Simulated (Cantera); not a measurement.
Input: 1 mol Si3N4, 0.0063 mol O2, 5 mol N2, at 0.0630 Torr.

Cantera equilibrium calculation (NASA polynomials, part measured and part estimated; ideal gas, pure solids and liquids). Candidate condensed phases: Si, SiO2, Si2N2O, Si3N4; 16 gas species. Mutual solubility and eutectic melting of coexisting phases are not modelled. The tables' values for SiN are old estimates; treat these amounts as uncertain. The numbers say what is thermodynamically allowed, not how fast it happens.

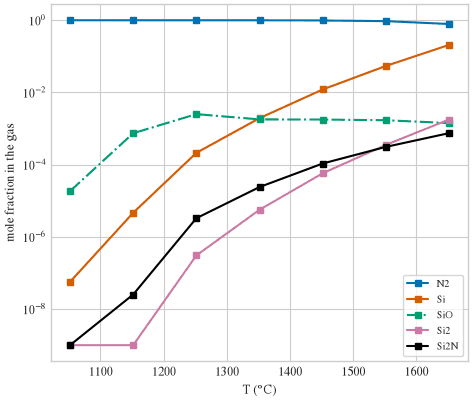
Figure. Equilibrium gas composition (values under 1e-9 drawn at 1e-9)

Task: Read off the mole fractions at 1552 °C.

Result: N2 about 0.94, Si about 0.054, SiO about 0.0017, Si2 about 0.00035, Si2N about 0.00031.
